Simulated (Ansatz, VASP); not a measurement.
**Cross-check of SiW between VASP and Ansatz**

Wanted: the spread between two codes on one cell, functional and k mesh. The cell is invented: As first built, before any earlier steps moved the atoms: it takes the WC structure with some of its atoms replaced by other elements, volume scaled by an estimate. It may not be a known or stable phase. The cell comes out of the VASP series on this material, whose earlier steps may have relaxed, scaled or displaced it; both programs get it as it stands.

Program: Ansatz 0.2.0. Level of theory: plane waves, with VASP 6.6.1 beside it; relaxation of cell and atoms at PBE. Results are calculated unless marked as measured.

## Step 1: The structure

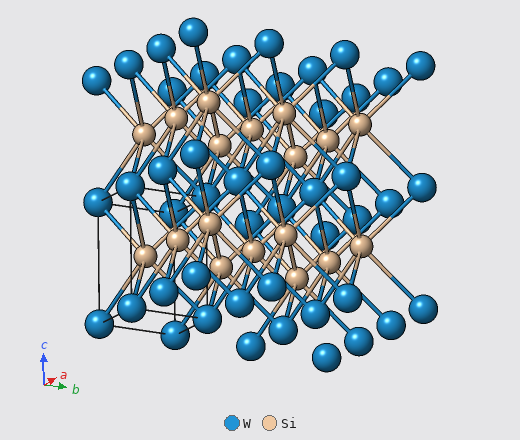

The cell as given, slightly off an axis (tungsten blue, silicon light orange). 3×3×2 cells are drawn. Bonds to atoms that aren't drawn are left out. Some periodic images of atoms are drawn too.

## Step 2: VASP: relaxation of cell and atoms, PBE

The relaxed volume is the usual yardstick between codes: its relative difference is about their pressure difference at one cell divided by the bulk modulus.

Lines of VASP's logs that name or quote its potential files are left out, and so is its time.

Contents of INCAR:

```
SYSTEM = SiW
PREC = Accurate
ENCUT = 400
EDIFF = 1E-06
NELM = 100
ISMEAR = -1
SIGMA = 0.05
LREAL = .FALSE.
ALGO = Normal
GGA = PE
LORBIT = 11
LWAVE = .FALSE.
LCHARG = .FALSE.
KPAR = 4
IBRION = 2
NSW = 60
ISIF = 3
EDIFFG = -0.01
```

Contents of POSCAR:

```
SiW
1.0
    3.1478298547     -0.0000000085      0.0000000000
   -1.5739154455      2.7261003742      0.0000000000
    0.0000000000      0.0000000000      3.4943499144
W Si
1 1
Direct
    0.0000000000      0.0000000000      0.0000000000
    0.6666666700      0.3333333300      0.5000000000
```

Contents of KPOINTS:

```
Automatic mesh
0
Gamma
7 7 6
0 0 0
```

The projector-augmented-wave data sets are W and Si (PBE family, release 64).

Run with:

```console
$ mpirun -np 4 vasp_std
```

Numbers of over 12 decimals in the logs are rounded to 6 here.

What it wrote:

```text
[banner, memory and clock lines left out]
running    4 mpi-ranks, on    1 nodes
 distrk:  each k-point on    1 cores,    4 groups
 distr:  one band on    1 cores,    1 groups

 POSCAR found type information on POSCAR W Si
 POSCAR found :  2 types and       2 ions
 LDA part: xc-table for (Slater+PW92), standard interpolation
 POSCAR, INCAR and KPOINTS ok, starting setup
 FFT: planning ... GRIDC
 FFT: planning ... GRID_SOFT
 FFT: planning ... GRID
 WAVECAR not read
 entering main loop
       N       E                     dE             d eps       ncg     rms          rms(c)
DAV:   1     0.131626886980E+02    0.13163E+02   -0.40630E+03   600   0.766E+02
DAV:   2    -0.185851313050E+02   -0.31748E+02   -0.30542E+02   777   0.166E+02
DAV:   3    -0.196467326055E+02   -0.10616E+01   -0.10373E+01   806   0.256E+01
DAV:   4    -0.196562301767E+02   -0.94976E-02   -0.94894E-02   788   0.213E+00
DAV:   5    -0.196562661198E+02   -0.35943E-04   -0.35935E-04   763   0.129E-01    0.228E+01
DAV:   6    -0.186891947986E+02    0.96707E+00   -0.40526E+00   813   0.121E+01    0.873E+00
DAV:   7    -0.186127747310E+02    0.76420E-01   -0.12000E-01   657   0.276E+00    0.379E+00
DAV:   8    -0.185949973100E+02    0.17777E-01   -0.29185E-02   762   0.112E+00    0.346E-01
DAV:   9    -0.185949090647E+02    0.88245E-04   -0.93738E-04   645   0.231E-01    0.165E-01
DAV:  10    -0.185949067007E+02    0.23640E-05   -0.11524E-04   794   0.769E-02    0.153E-02
DAV:  11    -0.185949038066E+02    0.28941E-05   -0.10024E-05   682   0.249E-02    0.127E-02
DAV:  12    -0.185949032682E+02    0.53841E-06   -0.35199E-07   320   0.487E-03
   1 F= -.18594903E+02 E0= -.18592526E+02  d E =-.185949E+02
[...]
2 F= -.18594860E+02 E0= -.18592381E+02  d E =0.435474E-04
[...]
3 F= -.18594947E+02 E0= -.18592529E+02  d E =-.435978E-04
 curvature:  -0.22 expect dE=-0.119E-04 dE for cont linesearch -0.863E-07
 trial: gam= 0.20731 g(F)=  0.597E-44 g(S)=  0.551E-04 ort = 0.940E-05 (trialstep = 0.881E+00)
 search vector abs. value=  0.685E-04
 bond charge predicted
       N       E                     dE             d eps       ncg     rms          rms(c)
DAV:   1    -0.185950032766E+02   -0.56361E-04   -0.21742E-03   578   0.370E-01    0.301E-02
DAV:   2    -0.185949864852E+02    0.16791E-04   -0.31646E-05   762   0.478E-02    0.174E-02
DAV:   3    -0.185949803675E+02    0.61177E-05   -0.21871E-05   664   0.304E-02    0.439E-03
DAV:   4    -0.185949804273E+02   -0.59755E-07   -0.58430E-07   308   0.665E-03
   4 F= -.18594980E+02 E0= -.18592507E+02  d E =-.335612E-04
 trial-energy change:   -0.000034  1 .order   -0.000033   -0.000050   -0.000016
 step:   1.2892(harm=  1.2892)  dis= 0.00000  next Energy=   -18.594984 (dE=-0.368E-04)
 reached required accuracy - stopping structural energy minimisation
```

Parts of OUTCAR (step 2):

```text
ion  position               nearest neighbor table
   1  0.000  0.000  0.000-   2 2.52   2 2.52   2 2.52   2 2.52   2 2.52   2 2.52
   2  0.667  0.333  0.500-   1 2.52   1 2.52   1 2.52   1 2.52   1 2.52   1 2.52

  LATTYP: Found a hexagonal cell.
 ALAT       =     3.1478298547
 C/A-ratio  =     1.1100822076

 Subroutine GETGRP returns: Found 12 space group operations
 (whereof 12 operations were pure point group operations)

The static configuration has the point symmetry D_3h.

 Found     32 irreducible k-points:

   k-points           NKPTS =     32   k-points in BZ     NKDIM =     32   number of bands    NBANDS=      9

   dimension x,y,z NGX =    24 NGY =   24 NGZ =   24
   dimension x,y,z NGXF=    48 NGYF=   48 NGZF=   48

   ENCUT  =  400.0 eV  29.40 Ry    5.42 a.u.   5.13  5.13  5.70*2*pi/ulx,y,z

   NELECT =      10.0000    total number of electrons

 k-points in reciprocal lattice and weights: Automatic mesh
   0.00000000  0.00000000  0.00000000       0.003
   0.14285714  0.00000000  0.00000000       0.020
   0.28571429  0.00000000  0.00000000       0.020
   0.42857143  0.00000000  0.00000000       0.020
   0.14285714  0.14285714  0.00000000       0.020
   0.28571429  0.14285714  0.00000000       0.041
   0.42857143  0.14285714  0.00000000       0.020
   0.28571429  0.28571429  0.00000000       0.020
   0.00000000  0.00000000  0.16666667       0.007
[...]
0.42857143  0.14285714  0.50000000       0.020
   0.28571429  0.28571429  0.50000000       0.020

 average (electrostatic) potential at core
       1 -36.9616       2 -80.5371

 E-fermi :   8.3346

 k-point     1 :       0.0000    0.0000    0.0000
  band No.  band energies     occupation
      1      -3.6341      2.00000
      2       4.5159      2.00000
      3       6.9432      2.00000
      4       6.9432      2.00000
      5       8.5575      0.02288
      6       9.6911      0.00000
      7       9.6911      0.00000
      8      15.4402      0.00000
      9      15.4402      0.00000

 k-point     2 :       0.1429    0.0000    0.0000
  band No.  band energies     occupation
      1      -3.1780      2.00000
      2       4.7802      2.00000
      3       6.2854      2.00000
      4       7.1661      2.00000
      5       7.3901      2.00000
      6       9.4885      0.00000
      7      11.3671      0.00000
      8      13.2328      0.00000
      9      14.4655      0.00000

 k-point     3 :       0.2857    0.0000    0.0000
  band No.  band energies     occupation
      1      -1.9105      2.00000
      2       4.3477      2.00000
      3       5.7622      2.00000
      4       5.8524      2.00000
      5       8.5846      0.01339
      6       9.0738      0.00000
      7      11.3066      0.00000
      8      13.1179      0.00000
      9      13.2020      0.00000

  Total       -0.0071147     -0.0071147      0.0099415      0.0000000     -0.0000000      0.0000000
  in kB       -0.3799157     -0.3799157      0.5308635      0.0000001     -0.0000000      0.0000000
  external PRESSURE =      -0.0763226 kB  Pullay stress =       0.0000000 kB

  energy-cutoff  :      400.00
  volume of cell :       30.00
      direct lattice vectors                 reciprocal lattice vectors
     3.146233935 -0.000000008 -0.000000000     0.317840320  0.183505271  0.000000000
    -1.573117485  2.724718268  0.000000000     0.000000001  0.367010422  0.000000000
    -0.000000000 -0.000000000  3.499991966     0.000000000 -0.000000000  0.285714942

 POSITION                                       TOTAL-FORCE (eV/Angst)
 -----------------------------------------------------------------------------------
     -1.57312      2.72472      0.00000        -0.000000      0.000000      0.000000
      1.57312      0.90824      1.75000         0.000000     -0.000000      0.000000
 -----------------------------------------------------------------------------------
    total drift:                               -0.000001      0.000001     -0.000000

  FREE ENERGIE OF THE ION-ELECTRON SYSTEM (eV)
  ---------------------------------------------------
  free  energy   TOTEN  =       -18.5949804273 eV

  energy  without entropy=      -18.5900327660  energy(sigma->0) =      -18.59250660

 reached required accuracy - stopping structural energy minimisation

 total charge
# of ion       s       p       d       tot
------------------------------------------
    1        0.563   0.621   4.316   5.500
    2        0.762   0.950   0.000   1.712
--------------------------------------------------
tot          1.325   1.572   4.316   7.213

[... 3 further parts left out ...]
```

## Step 3: Ansatz: relaxation of cell and atoms, PBE

Ansatz runs on its default PAW (the set named soft_2) files.

The same cell, functional, mesh and smearing now go to Ansatz, which takes its cutoff from its data sets.

Contents of input.yaml:

```yaml
crystal:
  lattice:
    - [3.1478298547, -8.5e-09, 0.0]
    - [-1.5739154455, 2.7261003742, 0.0]
    - [0.0, 0.0, 3.4943499144]
  atoms:
    - { symbol: W, position: [0.0, 0.0, 0.0] }
    - { symbol: Si, position: [0.66666667, 0.33333333, 0.5] }
hamiltonian:
  xc: pbe
  pseudopotentials: { kind: paw }
kpoints:
  mp_grid: { grid: [7, 7, 6] }
scf:
  occupations: { method: fermi_dirac, width: 0.05 }
relax:
  f_tol: 0.01
  max_steps: 60
  cell: { stress_tol: 0.05 }
output:
  forces: true
  stress: true
```

Run with:

```console
$ ansatz run input.yaml --threads 4 --pin off --max-ram 9216MiB --backend cpu --events-out ev --progress --plain --runs-dir out
```

What it wrote:

```text
Warning: the atoms were moved onto the symmetric positions of the space group found under crystal.symmetry.tolerance 1.0e-5 (fractional; no operation is sought that the atoms, as they stand in a round, miss by more than twice it, and no atom is moved by as much as it), and the run uses the moved positions. Before a round's move an operation carried an atom to 1.57e-8 Å from where it should land, the largest such dist [...]
Engine: ansatz 0.2.0, aarch64-unknown-linux-gnu
Pseudopotentials: kind: paw
Pseudopotential: W, paw, valence charge 14, recommended cutoff 420 eV (normal), W.paw.azcp
Pseudopotential: Si, paw, valence charge 4, recommended cutoff 420 eV (normal), Si.paw.azcp
Functional definition: PBE
  parameter kappa = 0.804
  parameter beta = 0.066725
  exchange = pbe_x(kappa = kappa, mu = beta*pi^2/3)
  correlation = pbe_c(beta = beta)
Crystal: 2 atoms, lattice volume = 29.986 Å³
Basis set: ecut = 420 eV, 563 PW (Γ), exchange–correlation on 48×48×48 points (8 copies of the dense FFT grid, shifted against one another)
Bands: 13, of which v1, the nominal top of the filled ones, is band 9 counted from 1 (8 counted from 0)
Symmetry: 12 space group operations
Space group: P-6m2 (ITA 187), of the structure as read, at distance tolerance 3.1e-5 Å
k-points: 32 of 294 (time reversal used)
Non-local potential: W, projectors of the file, l = 0: 3, l = 1: 2, l = 2: 2, l = 3: 1
Non-local potential: Si, projectors of the file, l = 0: 2, l = 1: 2, l = 2: 2
PAW form: soft (Blöchl's): semilocal exchange-correlation on the pseudo side does not see the compensation charge
PAW one-centre angular grid: W, 590 points (default); XC on 64 Gauss nodes
PAW one-centre angular grid: Si, 110 points (default); XC on 64 Gauss nodes
Initial density: superposition of atomic densities (neutral atoms: chi_scale 0, normalization atom), corrected by the library's trained network
Initial wavefunctions: pseudopotential atomic-orbital guess
Functional: x = pbe(κ = 0.804, μ = 0.219515), c = pbe(β = 0.066725)
SCF iter   1: F=—  HF=-11020.798808 eV  |F-HF|=—  |Δ(HF+E_count)|=         —  Δρ=5.46e-3  dr2=5.47e-3  ethr=1.77e-3  ⟨swp⟩=5.1  Hψ=2519  notcnv=0
preconditioner: auto → none  [metal: Δε(μ)=0.104 eV  Ē_g=7.834 eV  σ=0.050 eV  W_gap=0.43  n_scr=8 (ndim 8)  ℏωp=21.4 eV  f_vac=0.000  D(μ)=0.62/eV (n_scr^D=2)  sad-step TF]
SCF iter   2: F=—  HF=-11020.799350 eV  |F-HF|=—  |Δ(HF+E_count)|=   5.42e-4  Δρ=3.29e-3  dr2=2.14e-3  ethr=3.04e-5  ⟨swp⟩=1.0  Hψ=672  notcnv=0
SCF iter   3: F=—  HF=-11020.799541 eV  |F-HF|=—  |Δ(HF+E_count)|=   1.91e-4  Δρ=1.79e-4  dr2=4.03e-6  ethr=1.19e-5  ⟨swp⟩=2.0  Hψ=565  notcnv=0
SCF iter   4: F=—  HF=-11020.799539 eV  |F-HF|=—  |Δ(HF+E_count)|=   2.47e-6  Δρ=3.71e-5  dr2=4.45e-7  ethr=2.24e-8  ⟨swp⟩=2.0  Hψ=675  notcnv=0
iter 5 did not close the SCF: its close was put off for the readings that it lacked (scf_convergence_deferred on its scf_iter line)
SCF iter   5: F=-11020.799539 eV  HF=-11020.799539 eV  |F-HF|=2.37e-9  |Δ(HF+E_count)|=   7.24e-8  Δρ=6.71e-6  dr2=5.10e-9  ethr=2.47e-9  ⟨swp⟩=2.0  Hψ=572  notcnv=0
SCF iter   6: F=-11020.799539 eV  HF=-11020.799539 eV  |F-HF|=2.00e-11  |Δ(HF+E_count)|=   3.15e-9  Δρ=8.95e-7  dr2=1.36e-10  ethr=2.83e-11  ⟨swp⟩=2.0  Hψ=1327  notcnv=0
SCF 1 converged in 6 iterations: F = -11020.799539 eV  dr2 = 1.36e-10
  greatest PAW one-centre occupation: 1.000 electrons in one spin orbital (limit 2), on the W atom at site 0 (counted from 0), in its partial waves of l = 0
relax step   1: F+E_penalty+E_count = -11020.79953882 eV  Δ(F+E_penalty+E_count) = +0.000e0 eV  max|allowed force component| = 4.626e-17 eV/Å  Δτ_max = 0.0000 Å  P = +1.010 GPa  Ω = 29.986 Å³  (6 SCF iters, dr2 threshold 1.00e-7 eV, accepted)
[...]
relax step   2: F+E_penalty+E_count = -11020.79967643 eV  Δ(F+E_penalty+E_count) = -1.376e-4 eV  max|allowed force component| = 9.252e-18 eV/Å  Δτ_max = 0.0000 Å  P = -0.637 GPa  Ω = 30.216 Å³  energy of the carried Pulay correction = -7.083e-5 eV  (6 SCF iters, dr2 threshold 2.00e-7 eV, accepted)
[...]
relax step   3: F+E_penalty+E_count = -11020.79992055 eV  Δ(F+E_penalty+E_count) = -2.441e-4 eV  max|allowed force component| = 3.701e-17 eV/Å  Δτ_max = 0.0000 Å  P = +0.003 GPa  Ω = 30.120 Å³  energy of the carried Pulay correction = -4.091e-5 eV  (6 SCF iters, dr2 threshold 2.00e-7 eV, accepted)
[...]
relax step   4: F+E_penalty+E_count = -11020.79995157 eV  Δ(F+E_penalty+E_count) = -3.102e-5 eV  max|allowed force component| = 3.701e-17 eV/Å  Δτ_max = 0.0000 Å  P = +0.004 GPa  Ω = 30.120 Å³  stress off target by 3.69e-2 GPa  SCF on the basis re-selected at this cell (its energy is not comparable with the rows above)  (8 SCF iters)
basis re-selected at this cell: Δ(F+E_penalty+E_count) = -3.102e-5 eV, ΔP = +0.001 GPa vs the last step (what re-selecting the basis moved, of the pressure what is left beyond the Pulay correction that the steps carried, after the strain that the cell walked since its last selection, with what the two solves' SCF thresholds leave and, on support functions, any second-order correction that the steps lacked; it is no m [...]
SCF converged after 8 iterations
Free energy (F): -11020.799952 eV
Harris-Foulkes:  -11020.799952 eV  (|F-HF|=5.46e-12)
Internal energy: -11020.795067 eV  (E = F + TS)
E sigma→0 (E₀):  -11020.797509 eV
Entropy (-TS):   -0.004884 eV (-2.442 meV/atom)
Fermi energy:    16.373507 eV
--- Per-component energies (eV) ---
  E_band       = -119.550509
  E_kinetic    = 493.961360
  E_local      = -888.202067  (includes V_loc(G=0)·N_el)
  E_nonlocal   = 26.877103
  E_hartree    = 331.654413
  E_xc         = -323.562349
  E_vxc        = -287.485403  (∫ρ·V_xc dr)
  E_paw        = -9075.601632  (= ΣΔE_a)
  E_vpaw       = -128.010282  (= ΣTr[D̂ρ^β])
  E_aug_tail   = -0.000046  (compensation charges beyond the density's cutoff)
  E_ewald      = -1585.921849
  E_smearing   = -0.004884  (= −TS)
  E_closure    = 0.000000  (closes the sum)
  Σ components = -11020.799952   (vs F -11020.799952, Δ=0.00e0)
--- Forces (eV/Å), atoms counted from 1 ---
  atom   1  W     -0.00000000     0.00000000     0.00000000
  atom   2  Si     0.00000000     0.00000000     0.00000000
  max |Σ_I F_I| component: 9.25e-17 eV/Å
--- Stress (GPa, compression-positive) ---
       -0.013140      -0.000000       0.000000
       -0.000000      -0.013140       0.000000
        0.000000       0.000000       0.036855
  P = ⅓ Tr σ = 0.0035 GPa (0.035 kbar)
--- Relaxed structure (3 steps of the walk, 3 accepted, 1 SCFs on fresh bases) ---
  F+E_penalty+E_count = -11020.79995157 eV   max|allowed force component| = 3.701e-17 eV/Å   (the final SCF, on the basis selected at the relaxed cell)
  cell:  # Å, volume = 30.1198 Å³
    - [3.152425, 2.9533452755997247e-7, 0.0]
    - [-1.576213, 2.730080, 0.0]
    - [0.0, 0.0, 3.499707]
  atoms:
    - { symbol: W, position: [1.8503717008154225e-17, -1.8503717008154228e-17, 0.0] }
    - { symbol: Si, position: [0.666667, 0.333333, 0.5] }
```

It took 1.9 s on 4 threads of Arm Neoverse V2, shared host; peak memory 0.31 GiB.

## Step 4: Comparison

Known differences besides the PAW data sets themselves: both relaxations stop at a tolerance, which leaves soft axes loose, and VASP keeps its plane-wave basis; the data sets hold 18 valence electrons in Ansatz (default PAW (the set named soft_2) files) and 10 in VASP; the cutoff is 420 eV in Ansatz and 400 eV in VASP; VASP leaves aspherical gradient terms in its spheres out (LASPH is not set), Ansatz keeps them; Ansatz adds a Pulay correction to the stress that steers its cell, VASP none. Total energies have different zeros and are not compared.

Both answers:

| quantity | Ansatz | VASP | difference |
| --- | --- | --- | --- |
| volume (Å³) | 30.12 | 30.00 | +0.39 % |
| edge a after relaxation, in the typed setting (Å) | 3.152 | 3.146 | +0.20 % |
| edge c after relaxation, in the typed setting (Å) | 3.500 | 3.500 | -0.01 % |

The walks stopped with 0.00 GPa left in Ansatz and -0.01 GPa in VASP; each walk ends within a tolerance, so the volume difference is uncertain by about these residues over the bulk modulus, most in soft cells.

## Step 5: Outcome

```json
{
  "difference in volume (relaxation of cell and atoms, PBE)": "0.39 %"
}
```

In words: The difference in volume is 0.39 % (relaxation of cell and atoms, PBE), within the 1.2 % picked in this series as the mark of a large difference, as far as the stopping tolerances let one tell. Differences of this kind measure data sets and numerical settings, not the functional's error against experiment.

[Lines on the potential files, build, host, timing and source positions are cut from VASP's logs without a mark.]

[Logs are printed without paths, hosts, clocks, repeated set-up lines and the standing remarks that a program may print on its own settings, such as how far it seeks lower states.]

[Hosts, paths, dates, database ids (printed as entryN), source tags and the programs' standing remarks are cut or masked in the printed files.]
